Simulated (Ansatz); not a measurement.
Species, as SMILES: [Al][Cl] (Al-Cl) (closed-shell singlet).
Atoms: Al1, Cl2. Bonds: Al1-Cl2.

Basis-set convergence of the optimised Al1-Cl2 bond length at HF with Ansatz (a first-principles code). Cartesian d functions, on some or all atoms, in 6-311+G**; all else is spherical. The program fits the integrals of some runs and decomposes those of others, by size. No added dispersion term, no relativity. Reference: the value in pcseg-4, 2.1460 Å, itself unsure by roughly 0.0004 Å (its mean distance from aug-pcseg-3, aug-cc-pV(Q+d)Z, cc-pV(5+d)Z). Deviations are taken from unrounded values.

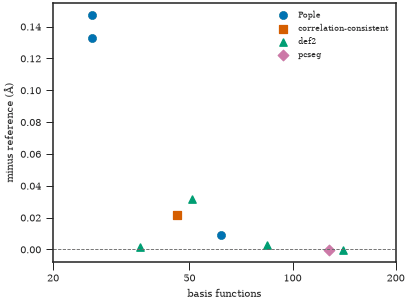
Fig. 1. Deviation from the reference against the number of basis functions, by family of sets.

| basis | functions | optimised Al1-Cl2 bond length (Å) | minus reference (Å) |
|---|---|---|---|
| 3-21G | 26 | 2.2790 | 0.1330 |
| 6-31G | 26 | 2.2933 | 0.1474 |
| def2-SVP | 36 | 2.1478 | 0.0018 |
| cc-pV(D+d)Z | 46 | 2.1675 | 0.0216 |
| def2-SVPD | 51 | 2.1778 | 0.0318 |
| 6-311+G** | 62 | 2.1553 | 0.0093 |
| def2-TZVPP | 84 | 2.1486 | 0.0026 |
| pcseg-3 | 128 | 2.1458 | -0.0002 |
| def2-QZVPP | 140 | 2.1455 | -0.0005 |
